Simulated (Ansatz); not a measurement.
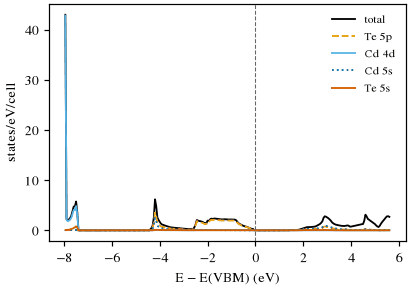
Figure: Total and projected density of states of CdTe (zinc blende, F-43m), plane-wave PAW PBEsol (Ansatz code)

**Question.** Which orbitals carry the states next to the gap?

**Answer.** Top 1 eV of the valence band: Te 5p 91 %. Bottom 1 eV of the conduction band: Cd 5s 53 %, Te 5p 26 %, Te 5s 17 %. Projections are on Löwdin-orthogonalised atomic valence shells; empty p or d shells of many metals are not among them.

The cell was relaxed with PBEsol under the symmetry of its start. Scalar-relativistic: spin–orbit coupling is off unless named, which matters more the heavier the elements.

Potentials: the earlier of the program's two PAW sets. The files were generated under PBE; for other functionals the program regenerates the frozen cores, and for LDA and PBEsol the local potential too.
